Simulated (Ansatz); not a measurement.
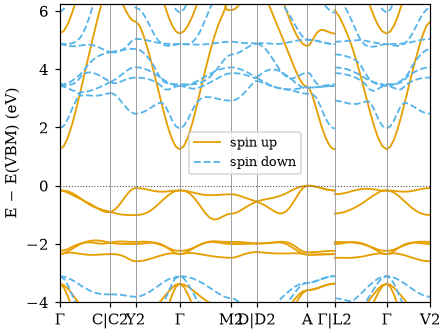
Fig. 1. Band structure from DFT-r²SCAN+D4 in the program Ansatz with PAW potentials

Task: Read off the gap and where the band edges lie.

Result: About 1.2 eV (1.25 eV by a search for the band edges); maximum at A, minimum at Γ.

The material is MnH$_{2}$O$_{2}$ in space group P-3m1 (No. 164; Mn on 1a, H on 2d, O on 2d).

The workflow started from a Materials Project entry (that database holds measured and hypothetical structures alike); the Crystallography Open Database copy checked does not list it. Whether it is the stable phase at ambient conditions was not checked. Symmetry was held in the r²SCAN+D4 relaxation; whether a distortion lowers the energy is not shown. Spin order of the final state: ferromagnetic, the only order run, not a proven ground state. The cell computed holds one magnetic atom, so no antiferromagnetic order was within reach. Other orbital occupations within this spin state were not tried. No Hubbard U is applied. Point labels and valley counts follow the cell and symmetry of the run, lower than the named group.

Potentials: the later of the program's two PAW sets.
